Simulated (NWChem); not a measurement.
# NH (imidogen): levels of theory compared

We compute a comparison of 6 runs (UHF/6-31+G*, UBLYP/cc-pVDZ, UB3LYP/6-31G*, UPBE0/def2-SVP, UBP86/cc-pVTZ, USVWN5/aug-cc-pVTZ) of NH (imidogen). 

Program for the calculation: NWChem 7.3.0.

### Step 1. The structure to begin with

NH: 2 atoms, total charge 0, spin state triplet. As SMILES, `[NH]`. The bond length is the measured one.

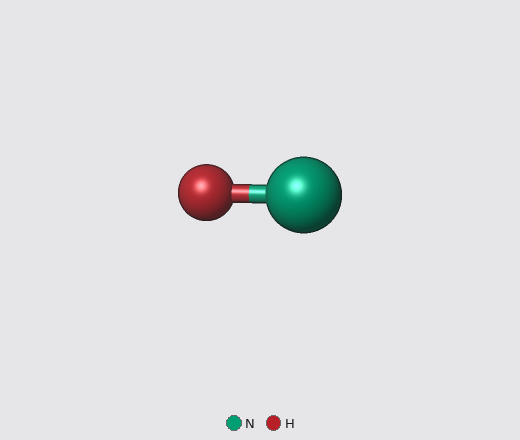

The structure, seen from a chosen angle (nitrogen teal, hydrogen red).

### Step 2. Energy and forces at UHF/6-31+G(d) (spherical functions) (run 1)

File geom.nw:

```
start geom
title "HN"
memory total 2200 mb
charge 0

geometry units au noautosym nocenter noautoz
   N      0.00000000     0.00000000     0.00000000
   H      0.00000000     0.00000000     1.95815311
end

basis spherical bse
   * library 6-31+G*
end

scf
   triplet
   uhf
   thresh 1e-08
   maxiter 80
end

task scf gradient
```

Command:

```sh
$ nwchem geom.nw > geom.out
```

The program printed:

```text
[...]
  functions       =    20
[...]
  wavefunction    = UHF
[...]
         Total SCF energy =    -54.960883469847
      One electron energy =    -81.543890386107
      Two electron energy =     23.008209846382
 Nuclear repulsion energy =      3.574797069878
                       Sz =      1.0000
                 Sz(Sz+1) =      2.0000
                      S^2 =      2.0157
[...]
                         UHF ENERGY GRADIENTS
    atom               coordinates                        gradient
                 x          y          z           x          y          z
   1 N       0.000000   0.000000   0.000000    0.000000  -0.000000  -0.011214
   2 H       0.000000   0.000000   1.958153   -0.000000   0.000000   0.011214
[...]
```

Run time: 0.74 s. Hardware: 1 thread of Intel Xeon 6975P-C (Granite Rapids), shared host; peak memory 0.097 GiB.

### Step 3. Energy and forces at UBLYP/cc-pVDZ (run 2)

File sp.nw:

```
start sp
memory stack 880 mb heap 220 mb global 1100 mb
geometry noautosym nocenter noautoz
   N     0.000000    0.000000    0.000000
   H     0.000000    0.000000    1.036210
end
basis spherical bse
   * library cc-pVDZ
end
dft
   xc becke88 lyp
   mult 3
   grid xfine
   convergence energy 1e-08
   maxiter 100
   mulliken
   print low
end
task dft gradient
```

Command:

```sh
$ nwchem sp.nw > sp.out
```

The program printed:

```text
[...]
 d= 0,ls=0.0,diis     1    -55.1817226859 -5.88D+01  1.38D-02  6.20D-02     0.2
[...]
 d= 0,ls=0.0,diis     8    -55.2033804270 -6.85D-10  4.92D-08  2.90D-13     1.0
[...]
         Total DFT energy =      -55.203380426972
      One electron energy =      -81.707897750786
           Coulomb energy =       30.114022622344
    Exchange-Corr. energy =       -7.184302630150
 Nuclear repulsion energy =        3.574797331620
[...]
      Total Density - Mulliken Population Analysis
     ---------------------------------------------
    Atom       Charge   Shell Charges
 -----------   ------   -------------------------------------------------------
    1 N    7     7.10   2.01  0.87  0.98  2.03  1.21  0.01
    2 H    1     0.90   0.73  0.12  0.04
[...]
      <S2> =      2.0040 (Exact =     2.0000)
                         DFT ENERGY GRADIENTS
    atom               coordinates                        gradient
                 x          y          z           x          y          z
   1 N       0.000000   0.000000   0.000000   -0.000000   0.000000   0.021772
   2 H       0.000000   0.000000   1.958153    0.000000  -0.000000  -0.021772
 Task  times  cpu:        1.2s     wall:        1.2s
 Total times  cpu:        1.2s     wall:        1.2s
```

Run time: 1.8 s. Hardware: 1 thread of Intel Xeon 6975P-C (Granite Rapids), shared host; peak memory 0.11 GiB.

Runs 3 to 5 aren't shown in full; the table further down has their settings and results.

### Step 4. Energy and gradient at USVWN5/aug-cc-pVTZ (run 6)

File nw.nw:

```
echo
start nw
memory stack 880 mb heap 220 mb global 1100 mb

geometry noautosym nocenter noautoz
 N      0.000000     0.000000     0.000000
 H      0.000000     0.000000     1.036210
end

basis spherical bse
 * library aug-cc-pVTZ
end

dft
 xc slater vwn_5
 mult 3
 grid xfine
 convergence energy 1e-08
 iterations 100
 mulliken
end

task dft gradient
```

Command:

```sh
$ nwchem nw.nw > nw.out
```

The program printed:

```text
[...]
          Wavefunction type:  spin polarized.
          No. of atoms     :     2
          No. of electrons :     8
[...]
          Charge           :     0
          Spin multiplicity:     3
[...]
          AO basis - number of functions:    69
[...]
              XC Information
              --------------
                        Slater Exchange Functional  1.000 local
                      VWN V Correlation Functional  1.000 local
[...]
 d= 0,ls=0.0,diis     1    -54.7348133548 -5.83D+01  2.84D-03  1.66D-01     0.5
[...]
 d= 0,ls=0.0,diis     8    -54.7627302636 -1.29D-09  2.84D-08  5.36D-12     2.5
[...]
         Total DFT energy =      -54.762730263555
      One electron energy =      -81.555545708893
           Coulomb energy =       29.882428380437
    Exchange-Corr. energy =       -6.664410266719
 Nuclear repulsion energy =        3.574797331620
[...]
      Total Density - Mulliken Population Analysis
     ---------------------------------------------
    Atom       Charge   Shell Charges
 -----------   ------   -------------------------------------------------------
    1 N    7     7.20   1.91  0.27  1.02  0.73  0.06  0.92  1.43  0.81  0.05  0.00  0.01  0.00  0.00 -0.00
    2 H    1     0.80   0.26  0.44  0.03 -0.00  0.01  0.04  0.01  0.00  0.01
[...]
      <S2> =      2.0053 (Exact =     2.0000)
[...]
  wavefunction    = open shell
                         DFT ENERGY GRADIENTS
    atom               coordinates                        gradient
                 x          y          z           x          y          z
   1 N       0.000000   0.000000   0.000000    0.000000   0.000000   0.013561
   2 H       0.000000   0.000000   1.958153   -0.000000  -0.000000  -0.013561
[...]
```

Run time: 4.5 s. Hardware: 1 thread of Intel Xeon 6975P-C (Granite Rapids), shared host; peak memory 0.11 GiB.

### Step 5. Overview of the runs

```csv
run,level,iteration cap,module,energy (Eh),dipole moment (D),HOMO energy (eV),LUMO energy (eV),wall time
1,UHF/6-31+G* (spherical functions),80,scf,-54.960883,1.83,-13.80,2.26,0.74 s
2,UBLYP/cc-pVDZ,100,dft,-55.203380,–,–,–,1.8 s
3,UB3LYP/6-31G* (spherical functions),100,dft,-55.217390,1.60,-8.96,-2.57,1.6 s
4,UPBE0/def2-SVP,100,dft,-55.111318,1.61,-9.47,-1.92,1.8 s
5,UBP86/cc-pVTZ,100,dft,-55.235821,1.52,-7.77,-4.17,4.8 s
6,USVWN5/aug-cc-pVTZ,100,dft,-54.762730,1.53,-7.97,-4.86,4.5 s
```

### Step 6. What came out

| quantity | value |
| --- | --- |
| run 6: total energy | -54.76273 Eh |
| run 6: dipole moment | 1.53 D |
| run 6: HOMO energy (highest over α and β) | -7.97 eV |
| run 6: LUMO energy (lowest over α and β) | -4.86 eV |
| run 6: ⟨S²⟩ | 2.005 |
| run 6: largest force on an atom | 0.697 eV/Å |

Over runs 1, 3, 4, 5, 6 the dipole moment (its size) runs from 1.52 D (UBP86/cc-pVTZ) to 1.83 D (UHF/6-31+G*). The two ends differ in method and basis. Totals of different functionals can't be ranked against each other. All runs together took 15 s, the longest 4.8 s.
